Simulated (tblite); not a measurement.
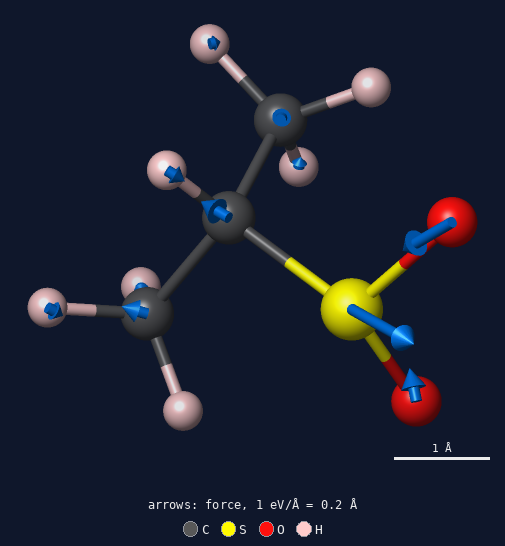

Starting geometry of C$_{3}$H$_{7}$O$_{2}$S (charge −1) with the computed forces as blue arrows. Style: ball-and-stick. Shown at a tilt.

Computed with GFN2-xTB geometry optimisation, gas phase (tblite). 

Q: Is this structure relaxed? If not, where do the atoms go?

A: It isn't relaxed: the largest force vector, on the S atom, is 6.65 eV/Å. The final displacements have little in common with the starting forces (cosine between the two patterns 0.23). Over 84 geometry steps the energy falls by 147.3 kJ/mol. The atom that moves furthest after the best rigid fit is an H atom (0.92 Å). By element the largest moves are H 0.92 Å, O 0.30 Å, C 0.18 Å, S 0.18 Å. Some distances before and after: O–S 1.674 → 1.494 Å, C–S 1.794 → 1.948 Å, C–H 1.128 → 1.090 Å, O–S 1.522 → 1.494 Å. Bond angles that change, for instance: C–S–O 113.6° → 101.3°, C–S–O 113.0° → 101.0°, C–C–S 112.3° → 106.4°. Groups turn about C–C by about 50°, C–C by about 25°.
